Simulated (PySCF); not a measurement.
Molecule: SMILES COC[C](C)O, doublet. Atoms near the plane z = 1.2 Å, at the GFN2-xTB optimised geometry (x, y, z in Å): C1 (-0.4, 2.5, 0.7), O2 (0.2, 1.2, 0.6), C3 (-0.7, 0.3, 0.0), C4 (0.0, -1.1, 0.0), O6 (1.4, -1.1, 0.0), H7 (0.4, 3.1, 1.1), H8 (-1.3, 2.5, 1.3), H11 (-1.6, 0.2, 0.6), H14 (-1.6, -2.4, -0.1), H15 (1.6, -0.2, 0.3).

Method: unrestricted B3LYP/def2-TZVP run with PySCF. The values are rescaled to run from 0 to 1.

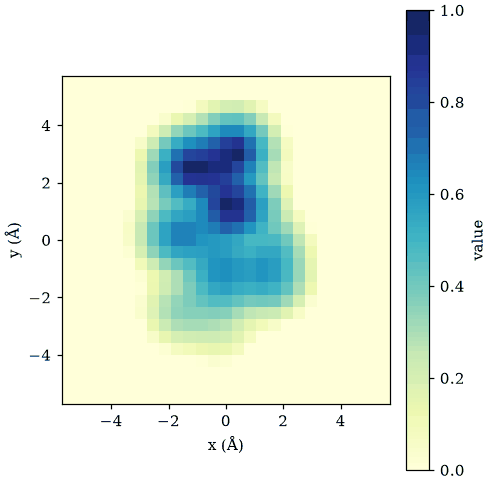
Figure. a field on the plane z = 1.2 Å.

**Question.** Which quantity is mapped?
A) log10 of the electron density
B) Laplacian of the electron density
C) spin density
D) electrostatic potential

**Answer.** A, log10 of the electron density. In full: log10 of the electron density (e/bohr³), floored at −4.
